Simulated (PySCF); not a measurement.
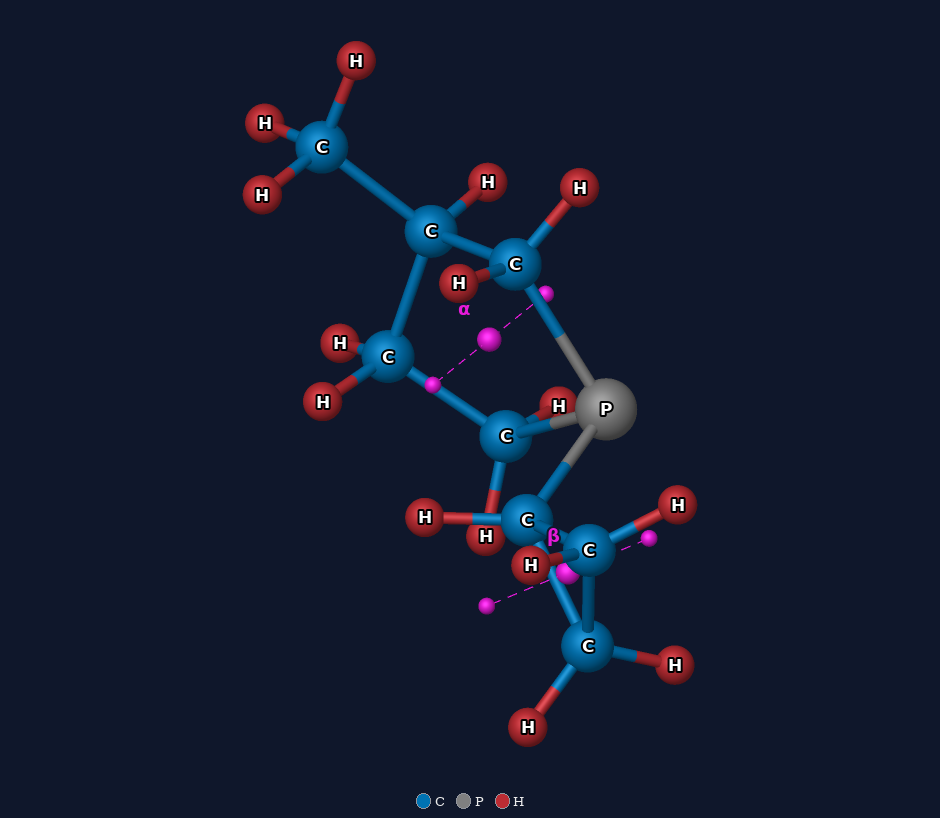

The small points mark where nucleus-independent chemical shifts (NICS) were computed: at the centre of each lettered ring and 1 Å above and below it. The geometry was computed by an optimisation with GFN2-xTB. No frequency run is at hand to confirm it as a minimum. Method: GIAO PBE0/pcSseg-1 NMR shielding, non-relativistic, gas phase (PySCF 2.14.0).

Give NICS(0), NICS(1) and the out-of-plane component NICS(1)zz for each ring (means of the two sides).

```json
{"ring": "α", "members": "C4P", "NICS(0)": "−5.4", "NICS(1)": "−4.0", "NICS(1)zz": "−2.8"}
{"ring": "β", "members": "C3", "NICS(0)": "−44.2", "NICS(1)": "−8.8", "NICS(1)zz": "−22.7"}
```

Values in ppm.

What do the values say about the ring currents?

Answer. Ring α: weak, as in a non-aromatic ring. NICS is one index among several.

The geometry is semi-empirical. Around P such bond lengths and angles can be off by a tenth of an ångström or more and by several degrees, and values that hang on the shape move with them.
